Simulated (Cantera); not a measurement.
A closed system holds: 1 mol CH3F, 1.2 mol CH4, held at 0.0100 bar.

Equilibrium computed with Cantera from the NASA thermochemical tables; the gas is ideal and each condensed phase is pure. Candidate condensed phases: C, C6H6, C7H8, C8H18; 95 gas species. Kinetics and transport are ignored.

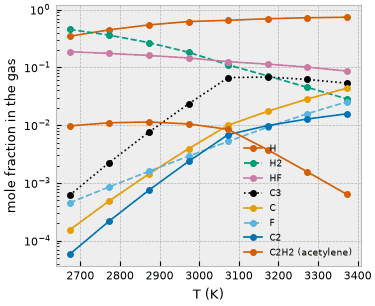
Figure: Equilibrium gas composition (values under 1e-9 drawn at 1e-9)

### Question
Read off the mole fractions at 2973 K.

### Answer
H about 0.62, H2 about 0.18, HF about 0.15, C3 about 0.023, C2H2 (acetylene) about 0.011, C about 0.0039, F about 0.0029, C2 about 0.0024.
